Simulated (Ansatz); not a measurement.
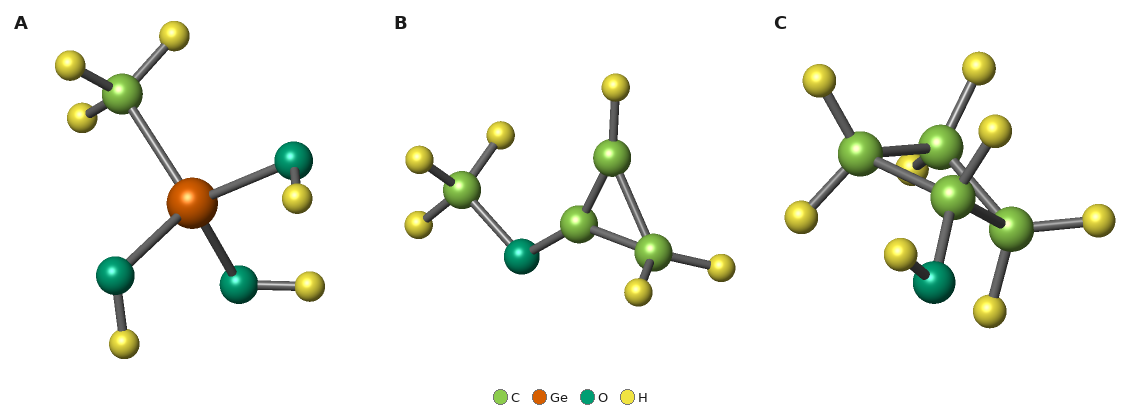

(Drawn from a calculation with Ansatz.)

Question: Match each picture to its SMILES.
(1) COC1=CC1
(2) [CH3][Ge]([OH])([OH])[OH]
(3) OC1CCC1

Answer: A is (2), B is (1), C is (3).
